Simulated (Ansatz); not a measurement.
Consider CH2NaS (SMILES [CH2][S][Na]) (doublet).

Input

```
crystal:
  periodic: [false, false, false]
  atoms:
    - symbol: C
      position_ang: [-1.195913, -3.610554, 1.846293]
    - symbol: Na
      position_ang: [1.182291, -1.644369, 3.496159]
    - symbol: S
      position_ang: [0.165363, -3.916515, 2.810071]
    - symbol: H
      position_ang: [-1.261580, -4.027949, 0.825730]
    - symbol: H
      position_ang: [-2.060773, -3.025132, 2.207219]
basis:
  gaussian:
    orbitals: def2-TZVPD
hamiltonian:
  xc: {name: PBE0}
magnetization:
  spin_polarized: true
  initial_magnetization: 1
output:
  forces: true
  orbitals: {seedname: orbitals}
```

Run with:

```sh
ansatz run input.yaml --threads 1 --pin off --max-ram 2610MiB --events-out events.jsonl --progress --plain --runs-dir runs
```

Geometry: PBE-D3(BJ)/def2-SVP.

These are results of Ansatz 0.2.0, isolated molecule in a Gaussian basis; Kohn-Sham density functional theory, functional PBE0, not measurements.

What will maps of the electron density, electron localisation function and spin density show?

Answer. C–S (1.70 Å): the density is about 1.5 e/Å³ at the midpoint; the ELF peaks at about 0.90 between the atoms: a covalent bond.
Na–S (2.58 Å): the density is about 0.26 e/Å³ at the midpoint; the ELF peaks at about 0.90 in the valence shell of S, 1.0 Å from its nucleus, and falls to about 0.10 next to Na: an ionic contact with no shared pair.
The unpaired spin (1 electron) lies mostly on C1 (about 0.6), S3 (about 0.2) and Na2 (about 0.2), in electrons by Hirshfeld's partition.

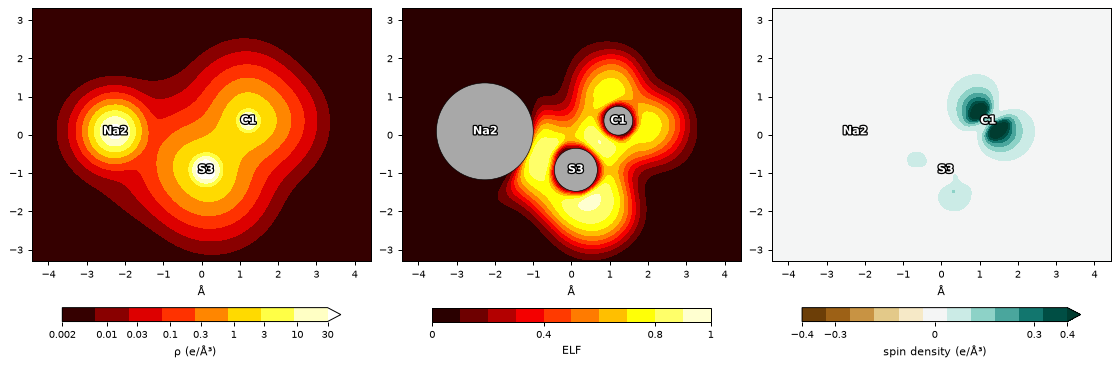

Computed electron density, electron localisation function and spin density on the plane of atoms C1, S3 and Na2, in this order. Grey discs cover the atomic cores in the ELF map. 
